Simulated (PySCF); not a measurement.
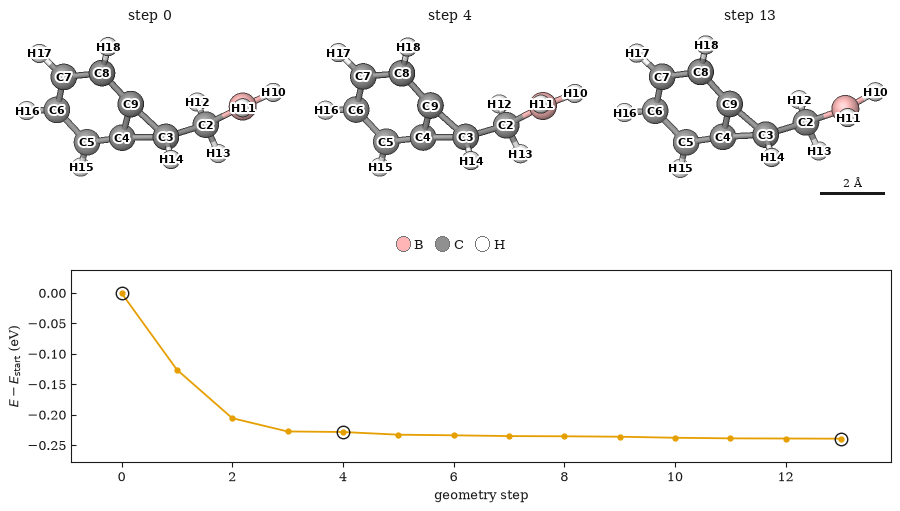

Frames of a relaxation of C8H9B, marked on the history of the run. The picture is a ball-and-stick view, seen from a free direction.

The start comes from GFN2-xTB. Its atoms were then displaced at random by about 0.01 Å.

All numbers below come from PBE0-D3(BJ)/def2-SVP geometry optimisation, gas phase in PySCF. 

> Describe the path.

The atom that moves furthest after the best rigid fit is an H atom (0.35 Å). Largest moves by element: H 0.35 Å, B 0.11 Å, C 0.07 Å. Among the contacts that change: C–C 1.407 → 1.354 Å, C–C 1.334 → 1.380 Å, C–C 1.535 → 1.497 Å, B–H 1.179 → 1.210 Å. Bond angles that change, for instance: B–C–H 106.6° → 100.7°, C–C–H 108.8° → 111.5°, C–C–C 174.8° → 172.1°. Over 13 geometry steps the energy falls by 0.239 eV. The run took 3.2 min on 1 thread of Arm Neoverse V1 (shared host). From step 0 to 4: an H atom moves most (0.13 Å), energy −0.228 eV. From step 4 to 13: an H atom moves most (0.47 Å), energy −0.011 eV.
